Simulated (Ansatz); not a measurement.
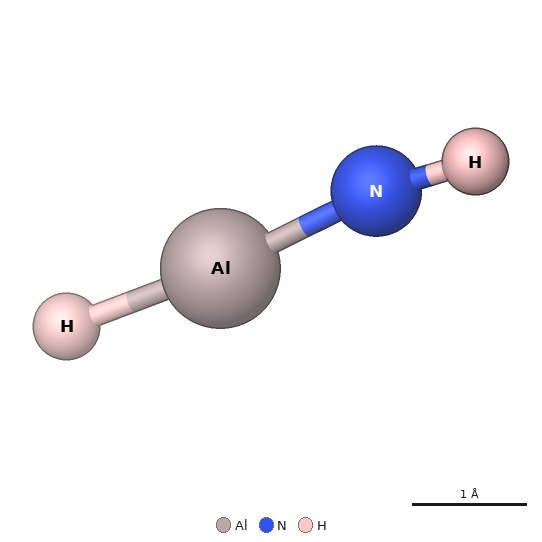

Distant atoms are faded towards the background colour. The computed structure is the end point of a PBE0-D4/def2-TZVP optimisation. Masses are those of the most abundant isotopes; constants are for the rigid equilibrium geometry.

Classify the rotor and give the rotational constants (GHz).

Answer. A linear rotor (C∞v) with B = 15.4 GHz.
